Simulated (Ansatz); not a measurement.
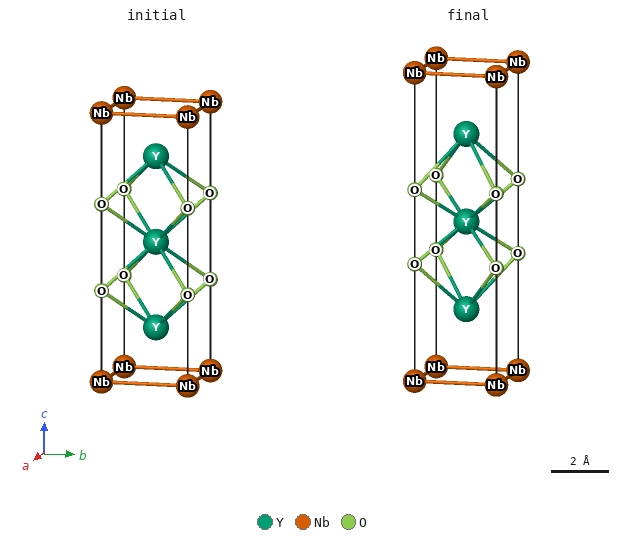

The structure of crystalline Y3NbO2 (a generated structure, set up in P4/mmm) (coarse preliminary run) before (left) and after (right) a relaxation, at one scale.

A ball-and-stick model of the cell of the calculation, seen slightly off an axis.

The calculation used Ansatz, DFT PBE, scalar-relativistic, plane waves, PAW. Set-up: plane-wave cutoff 420 eV; k-point mesh 6 × 6 × 2; occupations gaussian; smearing width 0.1 eV; no spin polarisation; cell and atoms relaxed; force threshold 0.04 eV/Å; at most 70 steps.

### Summarise the run.

After 7 accepted moves (9 points after the start) the energy has fallen by 2.303 eV per cell of the calculation. Largest force component: 2.3 eV/Å at the start, 0.0099 eV/Å at the end. The pressure goes from 7.11 to −0.03 GPa. At 2 points the geometry stayed and the basis and grid were re-selected for the new cell (energy shift of 50.4 meV per cell of the calculation at most each time). The largest moves relative to the cell, 0.45 Å, are those of O atoms. By element the largest moves are O 0.45 Å, Y 0.38 Å. Nb stays in place. The volume changes by +3.3 %, with a = b 3.182 → 3.020 Å (−5.1 %), c 9.753 → 11.186 Å (+14.7 %). Some distances before and after: Y–Y 3.545 → 4.829 Å, Nb–Y 2.864 → 3.223 Å, O–Y 2.742 → 2.526 Å, Y–Y 3.182 → 3.020 Å. Bond angles that change, for instance: O–Y–O 111.3° → 98.8°, O–Y–O 71.5° → 65.0°. The space group stays P4/mmm (No. 123).
